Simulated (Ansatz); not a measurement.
## Molecular dynamics of ZrHBr3O (part 2 of 2)

The same run, continued: ZrHBr3O; UKS BLYP-d4/def2-SVP (Ansatz 0.2.0). The geometry comes from this level: PBE0-D4/def2-TZVP.

Geometry of the input (Å):
```
O  -0.0202  0.1995  1.4826
Zr 0.0048  -0.0502  -0.3744
Br 1.8727  -1.5875  -0.9615
Br -2.1643  -1.0402  -1.0898
Br 0.3388  2.1523  -1.4854
H  -0.0319  0.3262  2.4286
```

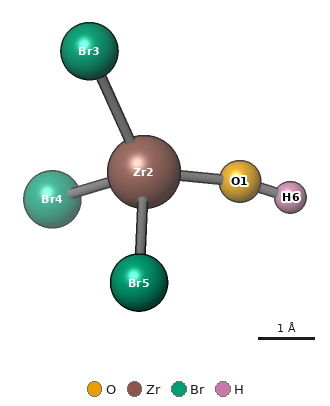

Figure 1. The geometry at step 28 of the log (ball-and-stick view, seen at a tilt; atoms are numbered from 1 in the order of the input).

## Trajectory as extended XYZ, continued
```
6
Properties=species:S:1:pos:R:3:forces:R:3 step=5 time_fs=10.0 energy=-213465.23328 temperature=787.6
O    -0.0970    0.3056    1.5287    0.1575  -0.2395   2.0321
Zr    0.0144   -0.0898   -0.3556   -0.0328   1.6027   0.6620
Br    1.8593   -1.6108   -0.9786    0.4892  -0.4146  -0.0959
Br   -2.1413   -1.0451   -1.0911   -0.5236  -0.2796  -0.1885
Br    0.3344    2.2041   -1.4995   -0.0536  -0.5992   0.2145
H    -0.0846    0.3398    2.5629   -0.0367  -0.0698  -2.6241
6
Properties=species:S:1:pos:R:3:forces:R:3 step=7 time_fs=14.0 energy=-213465.15791 temperature=662.3
O    -0.1259    0.3441    1.5515    0.1506  -0.5637  -4.6575
Zr    0.0181   -0.1017   -0.3468   -0.0908   2.0968   1.0130
Br    1.8555   -1.6214   -0.9857    0.4884  -0.4144  -0.0764
Br   -2.1338   -1.0479   -1.0922   -0.5154  -0.2859  -0.1891
Br    0.3325    2.2235   -1.5046   -0.0805  -0.8924   0.3374
H    -0.1100    0.3475    2.4637    0.0478   0.0595   3.5726
6
Properties=species:S:1:pos:R:3:forces:R:3 step=8 time_fs=16.0 energy=-213465.22712 temperature=680.0
O    -0.1397    0.3615    1.5523    0.2288  -0.5772  -1.0649
Zr    0.0200   -0.1064   -0.3418   -0.1025   2.2469   1.0086
Br    1.8539   -1.6270   -0.9893    0.4899  -0.4149  -0.0669
Br   -2.1304   -1.0496   -1.0929   -0.5201  -0.2915  -0.1906
Br    0.3315    2.2325   -1.5069   -0.0877  -0.9947   0.3808
H    -0.1213    0.3536    2.5238   -0.0083   0.0314  -0.0670
6
Properties=species:S:1:pos:R:3:forces:R:3 step=10 time_fs=20.0 energy=-213465.16925 temperature=584.2
O    -0.1657    0.3920    1.5522    0.2837  -0.6578  -0.0926
Zr    0.0235   -0.1130   -0.3305   -0.1230   2.4353   0.8524
Br    1.8515   -1.6388   -0.9967    0.4559  -0.3815  -0.0317
Br   -2.1244   -1.0532   -1.0946   -0.4939  -0.2828  -0.1776
Br    0.3293    2.2491   -1.5110   -0.0981  -1.1671   0.4587
H    -0.1465    0.3703    2.5441   -0.0246   0.0538  -1.0093
6
Properties=species:S:1:pos:R:3:forces:R:3 step=12 time_fs=24.0 energy=-213465.15143 temperature=529.7
O    -0.1890    0.4164    1.5441    0.2914  -0.6550  -0.4589
Zr    0.0268   -0.1154   -0.3178   -0.1209   2.4518   0.4418
Br    1.8500   -1.6514   -1.0041    0.3873  -0.3139   0.0215
Br   -2.1193   -1.0574   -1.0966   -0.4371  -0.2556  -0.1487
Br    0.3270    2.2634   -1.5142   -0.1027  -1.2885   0.5204
H    -0.1738    0.3925    2.5225   -0.0180   0.0611  -0.3761
6
Properties=species:S:1:pos:R:3:forces:R:3 step=13 time_fs=26.0 energy=-213465.07402 temperature=438.0
O    -0.1996    0.4262    1.5336    0.2946  -0.6280   1.7987
Zr    0.0284   -0.1150   -0.3111   -0.0956   2.3742   0.1072
Br    1.8495   -1.6579   -1.0078    0.3489  -0.2748   0.0509
Br   -2.1171   -1.0597   -1.0977   -0.4089  -0.2404  -0.1326
Br    0.3258    2.2697   -1.5155   -0.1020  -1.3232   0.5416
H    -0.1873    0.4056    2.5623   -0.0370   0.0922  -2.3658
6
Properties=species:S:1:pos:R:3:forces:R:3 step=15 time_fs=30.0 energy=-213465.04268 temperature=414.0
O    -0.2188    0.4415    1.5220    0.2707  -0.5503  -3.4726
Zr    0.0315   -0.1113   -0.2978   -0.0637   2.1798  -0.5732
Br    1.8491   -1.6713   -1.0151    0.2365  -0.1606   0.1276
Br   -2.1132   -1.0646   -1.1001   -0.3067  -0.1853  -0.0818
Br    0.3231    2.2803   -1.5171   -0.1015  -1.3908   0.5876
H    -0.2181    0.4417    2.4375   -0.0353   0.1073   3.4125
6
Properties=species:S:1:pos:R:3:forces:R:3 step=17 time_fs=34.0 energy=-213465.04237 temperature=378.8
O    -0.2356    0.4519    1.4968    0.1266  -0.1961   3.0395
Zr    0.0344   -0.1040   -0.2854    0.0445   1.7902  -1.4775
Br    1.8490   -1.6850   -1.0221    0.1359  -0.0524   0.1982
Br   -2.1100   -1.0699   -1.1026   -0.2264  -0.1366  -0.0379
Br    0.3203    2.2882   -1.5177   -0.0939  -1.3907   0.6054
H    -0.2535    0.4919    2.5245    0.0133  -0.0145  -2.3276
6
Properties=species:S:1:pos:R:3:forces:R:3 step=18 time_fs=36.0 energy=-213465.10507 temperature=439.3
O    -0.2434    0.4561    1.4927    0.1477  -0.2237   1.1354
Zr    0.0359   -0.0991   -0.2801    0.0711   1.6221  -1.8081
Br    1.8492   -1.6919   -1.0255    0.0724   0.0159   0.2384
Br   -2.1085   -1.0727   -1.1039   -0.1655  -0.1011  -0.0094
Br    0.3188    2.2911   -1.5175   -0.0914  -1.3955   0.6169
H    -0.2712    0.5179    2.4657   -0.0344   0.0822  -0.1732
6
Properties=species:S:1:pos:R:3:forces:R:3 step=20 time_fs=40.0 energy=-213465.08041 temperature=422.6
O    -0.2576    0.4621    1.4843    0.0249   0.0740   2.4275
Zr    0.0390   -0.0874   -0.2718    0.1283   1.2617  -2.3054
Br    1.8494   -1.7056   -1.0320   -0.0425   0.1448   0.3064
Br   -2.1058   -1.0783   -1.1066   -0.0586  -0.0349   0.0382
Br    0.3157    2.2950   -1.5163   -0.0827  -1.3683   0.6210
H    -0.3169    0.5930    2.4695    0.0305  -0.0774  -1.0877
6
Properties=species:S:1:pos:R:3:forces:R:3 step=22 time_fs=44.0 energy=-213465.10685 temperature=451.0
O    -0.2713    0.4682    1.4910    0.1261  -0.0911   1.0003
Zr    0.0423   -0.0736   -0.2673    0.1010   1.0151  -2.2807
Br    1.8497   -1.7191   -1.0378   -0.1611   0.2810   0.3664
Br   -2.1032   -1.0840   -1.1091    0.0591   0.0386   0.0826
Br    0.3125    2.2962   -1.5139   -0.0734  -1.3266   0.6124
H    -0.3620    0.6654    2.4333   -0.0516   0.0830   0.2189
6
Properties=species:S:1:pos:R:3:forces:R:3 step=23 time_fs=46.0 energy=-213465.01975 temperature=405.9
O    -0.2779    0.4715    1.5014    0.5787  -1.0066  -2.6143
Zr    0.0440   -0.0660   -0.2666    0.0466   0.9397  -2.0501
Br    1.8497   -1.7257   -1.0404   -0.2229   0.3529   0.3936
Br   -2.1019   -1.0868   -1.1103    0.1242   0.0796   0.1043
Br    0.3108    2.2958   -1.5122   -0.0691  -1.3036   0.6048
H    -0.3836    0.6979    2.3777   -0.4575   0.9379   3.5617
6
Properties=species:S:1:pos:R:3:forces:R:3 step=25 time_fs=50.0 energy=-213465.04561 temperature=444.4
O    -0.2886    0.4741    1.5148   -0.2213   0.7421   2.9491
Zr    0.0475   -0.0496   -0.2676   -0.0460   0.7594  -1.5538
Br    1.8493   -1.7382   -1.0452   -0.3147   0.4695   0.4294
Br   -2.0991   -1.0923   -1.1126    0.2106   0.1420   0.1275
Br    0.3073    2.2932   -1.5080   -0.0542  -1.1999   0.5554
H    -0.4536    0.8164    2.4816    0.4257  -0.9131  -2.5078
6
Properties=species:S:1:pos:R:3:forces:R:3 step=27 time_fs=54.0 energy=-213465.03374 temperature=487.4
O    -0.2996    0.4802    1.5470    1.1833  -1.9580  -3.9933
Zr    0.0509   -0.0320   -0.2712   -0.2132   0.6244  -0.7659
Br    1.8484   -1.7499   -1.0491   -0.4219   0.6040   0.4681
Br   -2.0958   -1.0976   -1.1147    0.3247   0.2221   0.1594
Br    0.3038    2.2883   -1.5028   -0.0419  -1.1005   0.5038
H    -0.4862    0.8519    2.3524   -0.8309   1.6078   3.6278
6
Properties=species:S:1:pos:R:3:forces:R:3 step=28 time_fs=56.0 energy=-213465.10153 temperature=576.7
O    -0.3018    0.4781    1.5529   -0.0973   0.5885   1.2365
Zr    0.0524   -0.0228   -0.2736   -0.2559   0.5010  -0.5371
Br    1.8476   -1.7553   -1.0507   -0.4505   0.6490   0.4778
Br   -2.0939   -1.1000   -1.1156    0.3472   0.2464   0.1623
Br    0.3020    2.2851   -1.4998   -0.0316  -1.0072   0.4550
H    -0.5360    0.9338    2.4350    0.4881  -0.9776  -1.7945
6
Properties=species:S:1:pos:R:3:forces:R:3 step=30 time_fs=60.0 energy=-213465.14022 temperature=583.2
O    -0.3075    0.4792    1.5752    0.5941  -0.6513  -1.4413
Zr    0.0553   -0.0038   -0.2789   -0.3574   0.2199  -0.0203
Br    1.8454   -1.7651   -1.0532   -0.5259   0.7581   0.5036
Br   -2.0897   -1.1046   -1.1172    0.4196   0.3113   0.1811
Br    0.2983    2.2771   -1.4932   -0.0132  -0.8257   0.3602
H    -0.5682    0.9648    2.3633   -0.1171   0.1876   0.4167
6
Properties=species:S:1:pos:R:3:forces:R:3 step=32 time_fs=64.0 energy=-213465.04438 temperature=602.3
O    -0.3064    0.4725    1.5824   -0.3400   1.0384   0.8614
Zr    0.0575    0.0156   -0.2843   -0.3850  -0.1752   0.1836
Br    1.8422   -1.7735   -1.0548   -0.5693   0.8384   0.5202
Br   -2.0847   -1.1086   -1.1184    0.4486   0.3582   0.1870
Br    0.2946    2.2676   -1.4858    0.0101  -0.5704   0.2291
H    -0.6351    1.0516    2.3767    0.8355  -1.4893  -1.9813
6
Properties=species:S:1:pos:R:3:forces:R:3 step=33 time_fs=66.0 energy=-213464.92122 temperature=429.1
O    -0.3044    0.4679    1.5819   -0.7440   1.7079   1.6449
Zr    0.0583    0.0252   -0.2869   -0.3793  -0.4057   0.2038
Br    1.8401   -1.7771   -1.0552   -0.5843   0.8724   0.5263
Br   -2.0819   -1.1103   -1.1189    0.4540   0.3773   0.1879
Br    0.2927    2.2624   -1.4820    0.0236  -0.4219   0.1531
H    -0.6644    1.0877    2.3839    1.2300  -2.1299  -2.7160
6
Properties=species:S:1:pos:R:3:forces:R:3 step=35 time_fs=70.0 energy=-213464.80022 temperature=463.5
O    -0.3027    0.4660    1.5858    3.0809  -4.5746  -6.0999
Zr    0.0596    0.0439   -0.2918   -0.3437  -0.9412   0.2606
Br    1.8352   -1.7830   -1.0552   -0.6271   0.9537   0.5410
Br   -2.0755   -1.1132   -1.1195    0.4844   0.4279   0.2011
Br    0.2891    2.2514   -1.4741    0.0472  -0.1267   0.0091
H    -0.6296    0.9973    2.1952   -2.6418   4.2609   5.0881
6
Properties=species:S:1:pos:R:3:forces:R:3 step=37 time_fs=74.0 energy=-213464.69845 temperature=407.1
O    -0.2873    0.4458    1.5614   -1.5423   2.7097   2.6552
Zr    0.0602    0.0609   -0.2963   -0.2296  -1.4975  -0.1575
Br    1.8292   -1.7870   -1.0542   -0.6073   0.9701   0.5382
Br   -2.0683   -1.1153   -1.1198    0.4254   0.4301   0.1825
Br    0.2855    2.2403   -1.4662    0.0824   0.2747  -0.1972
H    -0.7456    1.1508    2.3128    1.8713  -2.8871  -3.0213
6
Properties=species:S:1:pos:R:3:forces:R:3 step=38 time_fs=76.0 energy=-213465.08894 temperature=909.9
O    -0.2845    0.4445    1.5575   -0.2972   0.7798   0.5415
Zr    0.0604    0.0685   -0.2986   -0.1728  -1.8000  -0.2445
Br    1.8257   -1.7884   -1.0533   -0.6135   0.9945   0.5388
Br   -2.0643   -1.1160   -1.1199    0.4206   0.4440   0.1843
Br    0.2838    2.2348   -1.4624    0.0961   0.4490  -0.2804
H    -0.7056    1.0753    2.2116    0.5668  -0.8673  -0.7398
6
Properties=species:S:1:pos:R:3:forces:R:3 step=40 time_fs=80.0 energy=-213464.49193 temperature=1635.3
O    -0.2667    0.4268    1.5324   -2.1301   3.2225   3.6365
Zr    0.0606    0.0814   -0.3036   -0.0331  -2.3216  -0.7358
Br    1.8178   -1.7896   -1.0508   -0.5772   0.9890   0.5261
Br   -2.0558   -1.1168   -1.1196    0.3410   0.4304   0.1605
Br    0.2805    2.2247   -1.4552    0.1304   0.8479  -0.4862
H    -0.7913    1.1581    2.2692    2.2690  -3.1682  -3.1011
6
Properties=species:S:1:pos:R:3:forces:R:3 step=42 time_fs=84.0 energy=-213464.26437 temperature=1248.4
O    -0.2516    0.4147    1.5156   -2.4471   3.4829   4.2955
Zr    0.0607    0.0903   -0.3098    0.0736  -2.7354  -1.0130
Br    1.8088   -1.7889   -1.0472   -0.5347   0.9726   0.5049
Br   -2.0467   -1.1168   -1.1191    0.2574   0.4082   0.1335
Br    0.2775    2.2161   -1.4489    0.1608   1.1936  -0.6639
H    -0.8123    1.1621    2.2699    2.4900  -3.3219  -3.2571
6
Properties=species:S:1:pos:R:3:forces:R:3 step=43 time_fs=86.0 energy=-213464.81082 temperature=1140.7
O    -0.2530    0.4214    1.5229    2.7144  -3.2545  -3.0110
Zr    0.0608    0.0931   -0.3135    0.1080  -2.9212  -0.7886
Br    1.8039   -1.7878   -1.0450   -0.5359   0.9874   0.4955
Br   -2.0419   -1.1165   -1.1187    0.2524   0.4161   0.1349
Br    0.2761    2.2127   -1.4462    0.1677   1.2947  -0.7057
H    -0.6771    0.9685    2.0771   -2.7065   3.4774   3.8750
6
Properties=species:S:1:pos:R:3:forces:R:3 step=45 time_fs=90.0 energy=-213463.51040 temperature=4145.9
O    -0.2255    0.3987    1.5020   -2.8429   3.5559   4.9123
Zr    0.0611    0.0949   -0.3219    0.1233  -2.9670  -0.9115
Br    1.7934   -1.7843   -1.0400   -0.4324   0.8955   0.4504
Br   -2.0320   -1.1152   -1.1178    0.0906   0.3386   0.0704
Br    0.2735    2.2077   -1.4419    0.1947   1.5634  -0.8654
H    -0.8871    1.1818    2.3545    2.8667  -3.3864  -3.6563
6
Properties=species:S:1:pos:R:3:forces:R:3 step=47 time_fs=94.0 energy=-213461.55641 temperature=287.6
O    -0.2002    0.3796    1.4943   -2.0123   2.5303   3.8845
Zr    0.0616    0.0917   -0.3317    0.0476  -2.7733  -0.4510
Br    1.7820   -1.7790   -1.0341   -0.3197   0.7801   0.3980
Br   -2.0219   -1.1134   -1.1167   -0.0833   0.2412  -0.0225
Br    0.2713    2.2058   -1.4393    0.2120   1.6989  -0.9665
H    -1.0593    1.3640    2.5989    2.1557  -2.4772  -2.8425
6
Properties=species:S:1:pos:R:3:forces:R:3 step=48 time_fs=96.0 energy=-213461.98740 temperature=1162.6
O    -0.1951    0.3797    1.5051   -2.2540   2.7373   3.9029
Zr    0.0619    0.0883   -0.3369    0.0329  -2.6389  -0.1296
Br    1.7761   -1.7758   -1.0309   -0.2753   0.7412   0.3698
Br   -2.0169   -1.1122   -1.1161   -0.1336   0.2176  -0.0337
Br    0.2704    2.2060   -1.4387    0.2084   1.6733  -0.9508
H    -1.0171    1.3071    2.5524    2.4217  -2.7305  -3.1585
6
Properties=species:S:1:pos:R:3:forces:R:3 step=50 time_fs=100.0 energy=-213464.22384 temperature=1783.1
O    -0.2026    0.4007    1.5551    7.3137  -7.6573  -9.4608
Zr    0.0625    0.0782   -0.3473    0.0427  -2.2846   1.0808
Br    1.7638   -1.7683   -1.0239   -0.2125   0.6826   0.3092
Br   -2.0071   -1.1097   -1.1151   -0.1975   0.1854  -0.0426
Br    0.2688    2.2089   -1.4388    0.1872   1.4680  -0.8266
H    -0.6342    0.8595    2.0752   -7.1336   7.6059   8.9401
```
